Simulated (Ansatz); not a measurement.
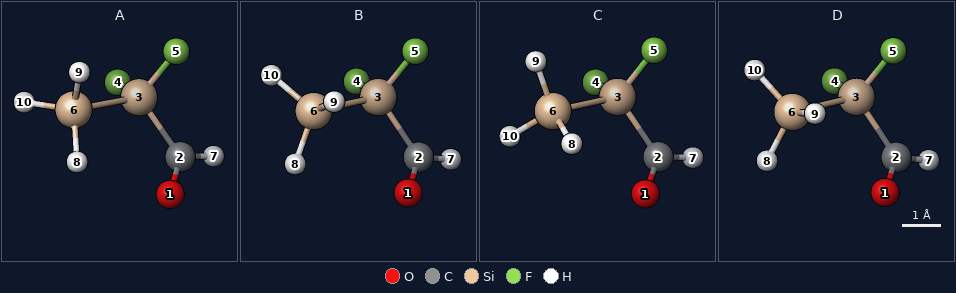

4 geometries from a converged minimum-energy path of CH₄F₂OSi₂, shuffled. A ball-and-stick model, seen from a free direction.

Theory: RKS PBE-D4/def2-SVP (Ansatz 0.2.0). Run with 9 movable images; climbing image; force threshold 0.05 eV/Å; iteration limit 60; starting path through a guess of the saddle point.

Which frame is the top of the path?

Answer. A. In order along the path, whose images run from 0 to 10: D (image 1, +0.008 eV), B (image 2, +0.026 eV), A (image 5, +0.067 eV), C (image 8, +0.025 eV). The motion is a rotation about the Si3–Si6 bond by about 120°. No bond forms or breaks between the ends. Bond angles that change up to the highest image, for instance: C2–Si3–Si6 107.3° → 111.6°, Si3–C2–H7 122.8° → 119.4°.
